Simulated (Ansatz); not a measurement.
AlH$_{2}$Si$_{3}$ (SMILES [AlH2-]1[Si]2=[Si][Si+]12) (doublet)

The calculation's input:

```
crystal:
  periodic: [false, false, false]
  atoms:
    - {symbol: Al, position_ang: [-2.521809, -0.709845, -2.158737]}
    - {symbol: Si, position_ang: [-3.152611, -2.539186, -0.477557]}
    - {symbol: Si, position_ang: [-3.465204, -2.161796, 1.703141]}
    - {symbol: Si, position_ang: [-2.897299, -0.394087, 0.310875]}
    - {symbol: H, position_ang: [-3.726806, -0.214193, -3.065865]}
    - {symbol: H, position_ang: [-0.992305, -0.715333, -2.584737]}
basis:
  gaussian:
    orbitals: def2-TZVPD
magnetization:
  spin_polarized: true
  initial_magnetization: 1
hamiltonian:
  xc: {name: PBE0}
output: {forces: true, orbitals: {seedname: orbitals}}
```

Command:

```sh
ansatz run input.yaml --threads 1 --pin off --max-ram 2610MiB --events-out events.jsonl --progress --plain --runs-dir runs
```

Geometry: PBE0-D3(BJ)/def2-SVP.

Computed with isolated molecule in a Gaussian basis; Kohn-Sham density functional theory, functional PBE0 (Ansatz 0.2.0).

> What can the converged electron density, electron localisation function and spin density tell about the bonding?

Si–Si (2.24 Å): ρ at the midpoint is about 0.6 e/Å³; the ELF peaks at about 0.80 between the atoms, as expected for localised, covalent bonding.
Al–Si (2.52 Å): ρ at the midpoint is about 0.36 e/Å³, with its minimum of 0.29 e/Å³ about 0.9 Å from Al; the ELF peaks at about 0.85 between the atoms, as expected for a shared electron pair.
Si–Si (2.30 Å): ρ at the midpoint is about 0.48 e/Å³; the ELF peaks at about 0.65 between the atoms.
Al–Si (2.56 Å): the density is about 0.37 e/Å³ at the midpoint, with its minimum of 0.3 e/Å³ about 0.9 Å from Al; the ELF peaks at about 0.90 between the atoms (a covalent bond).
The unpaired spin (1 electron) lies mostly on Si4 (about 0.5) and Si2 (about 0.4), in electrons by Hirshfeld's partition.

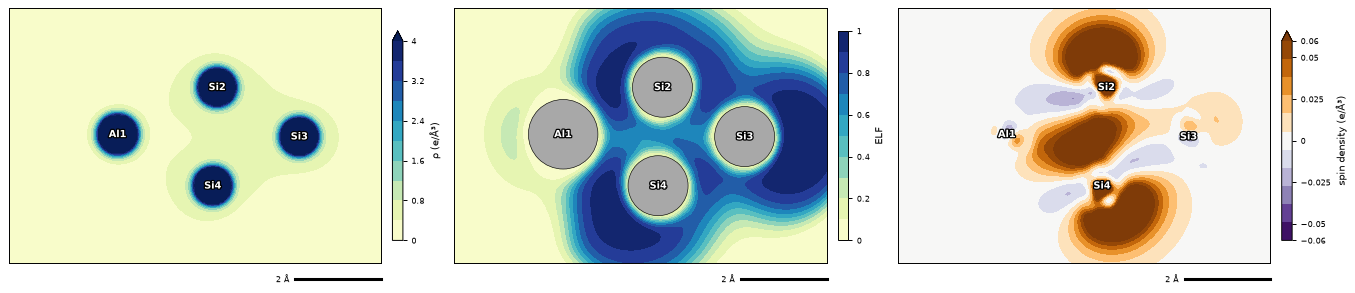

Computed electron density, electron localisation function and spin density on the plane of atoms Al1, Si2 and Si4, in this order. Grey discs cover the atomic cores in the ELF map. 
